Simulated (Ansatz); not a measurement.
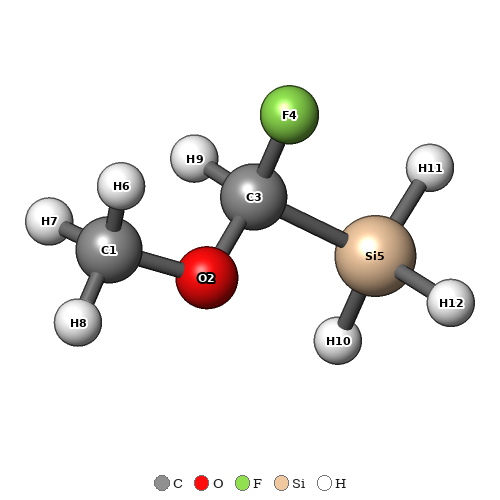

The system is C2H7FOSi, SMILES COC(F)[SiH3]; the picture shows the reference structure. The first coordinate is: dihedral C1–O2–C3–Si5; the second: dihedral O2–C3–Si5–H10. Nothing is relaxed (all other coordinates rigid). The scan uses a 10 × 11 grid. Energies are in kcal/mol, from the lowest grid point. Energies and slopes of some neighbouring points disagree (a jump in structure or state, or too coarse a mesh). These are results of RKS PBE0-D4/def2-SVP (Ansatz), not measurements.

Its coordinates:

```xyz
12

C    -1.9295    0.1591    0.5409
O    -0.7355   -0.4575    0.1195
C     0.3520    0.3705    0.0604
F     0.7309    0.7785    1.3337
Si    1.8016   -0.6066   -0.7211
H    -1.8488    0.5230    1.5779
H    -2.1904    1.0101   -0.1160
H    -2.7263   -0.5937    0.4838
H     0.1113    1.3061   -0.4906
H     1.4386   -0.9939   -2.1160
H     3.0114    0.2670   -0.7443
H     2.0617   -1.8180    0.1058
```

Range: dihedral C1–O2–C3–Si5 from −180 to 144°; dihedral O2–C3–Si5–H10 from −27 to 153°.

Q: What will the energy surface look like?

A: The lowest grid point is at dihedral C1–O2–C3–Si5 = −180°, dihedral O2–C3–Si5–H10 = 63°. Other grid points that lie below all their neighbours: dihedral C1–O2–C3–Si5 = 72°, dihedral O2–C3–Si5–H10 = 45° (4.9 kcal/mol higher). The highest grid point, dihedral C1–O2–C3–Si5 = 0°, dihedral O2–C3–Si5–H10 = 117°, lies 34.6 kcal/mol above the lowest.

```tsv
dihedral O2–C3–Si5–H10 ↓, dihedral C1–O2–C3–Si5 →	−180	−144	−108	−72	−36	0	36	72	108	144
153	1.1	3.2	6.1	9.4	25.7	23.0	9.0	5.1	8.4	5.5
135	2.1	4.3	7.5	9.7	31.0	30.8	15.1	5.8	9.7	6.7
117	2.3	4.4	7.9	9.4	26.5	34.6	22.0	6.4	10.1	7.2
99	1.6	3.5	7.0	8.6	17.7	30.9	22.2	6.5	9.1	6.5
81	0.5	2.2	5.6	8.1	12.7	22.3	15.8	5.9	7.6	5.3
63	0.0	1.7	4.7	8.2	13.4	16.5	9.6	5.1	7.0	4.5
45	0.4	2.4	5.2	8.9	19.5	18.1	7.5	4.9	7.5	4.8
27	1.4	3.7	6.6	9.5	27.7	25.2	10.4	5.3	8.9	5.9
9	2.2	4.5	7.8	9.6	30.2	32.1	17.2	6.0	10.0	7.0
−9	2.1	4.2	7.8	9.2	23.4	33.7	22.6	6.4	9.9	7.1
−27	1.2	3.0	6.5	8.4	15.4	28.0	20.3	6.3	8.6	6.2
```

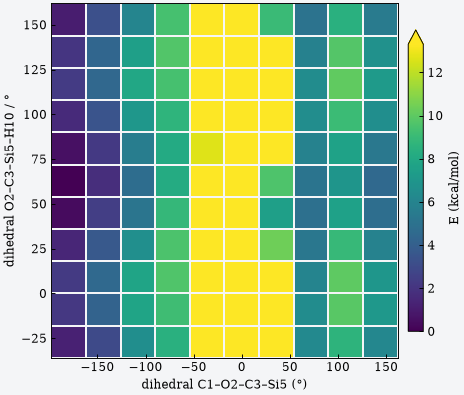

In the figure: one coloured cell a grid point, one colour for all values above the top of the scale.

Each point was launched as `ansatz run input.yaml --threads 1 --pin off --max-ram 2560MiB --backend cpu --events-out ev --progress --plain --runs-dir out`. Time for the 110 points that were run: 11 min on 1 thread of Arm Neoverse V1, on a shared host.
